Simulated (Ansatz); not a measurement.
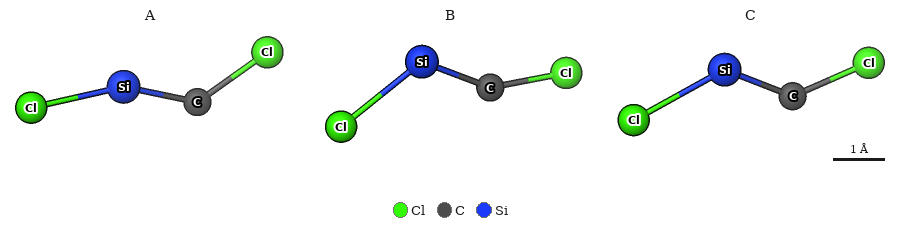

3 geometries from one relaxation of SiCCl2, in shuffled order. A ball-and-stick model, seen from a free direction.

The run prepares the start of a later molecular dynamics calculation, from a guessed geometry.

Theory: RKS LDA/def2-SVP in Ansatz. (no spin polarisation; force threshold 0.02 eV/Å; at most 40 steps)

**Put them in the order of the run, from the start to the converged end.**

A, C, B. They are steps 0, 2, 7, at +0.672 eV, +0.151 eV relative to the last. The largest move after the best rigid fit is that of the Si atom, 0.57 Å. Largest moves by element: Si 0.57 Å, Cl 0.51 Å, C 0.39 Å. Near-neighbour distances that change, for instance: C–Cl 1.713 → 1.634 Å, Cl–Si 1.987 → 2.063 Å, C–Si 1.717 → 1.703 Å. Among the angles between lasting bonds that change: C–Si–Cl 155.4° → 117.0°, Cl–C–Si 129.0° → 149.2°. Over 7 geometry steps the energy falls by 0.672 eV. The largest force component goes from 1.6 to 0.0052 eV/Å.
